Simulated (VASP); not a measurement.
Energy against volume of FeAl (CsCl type). Computed with RPBE GGA, VASP's PBE PAW potentials (set 64) (plane waves; VASP).

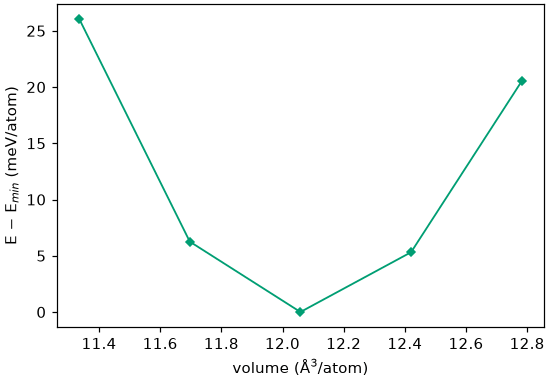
Fig. 1. Energy against volume

Q: Estimate the equilibrium volume and the bulk modulus.

A: The minimum lies near 12.1 Å³/atom, and the curvature gives B0 of about 170 GPa.

Measured: bulk modulus 152 GPa (computed value off by +11.9 %), as given by Yamada et al., (2019), arXiv:1910.09660; a 2.910 Å (computed value off by -0.7 %), as given by Yibo Liu et al., IUCrData (2023), doi:10.1107/s2414314623010659. The calculation is for a static lattice, while the measured bulk modulus, a hold thermal and zero-point effects, which are part of the difference.

The compound is FeAl in the CsCl type structure. It was relaxed first. The run is not spin-polarised, so no magnetic state was tried.
